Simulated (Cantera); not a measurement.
Feed: 1 mol Si, 4.8 mol F2, held at 1.20 Pa.

Equilibrium computed with Cantera from the NASA thermochemical tables; the gas is ideal and each condensed phase is pure. Candidate condensed phases: Si; 9 gas species. The numbers say what is thermodynamically allowed, not how fast it happens.

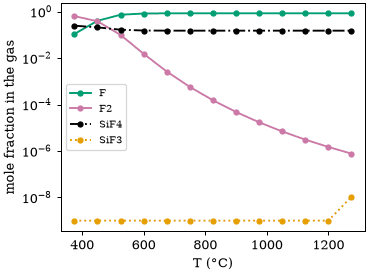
*Equilibrium gas composition (values under 1e-9 drawn at 1e-9)*

From 375 °C to 1275 °C nothing is condensed. The main Si-bearing gas is SiF4 throughout.
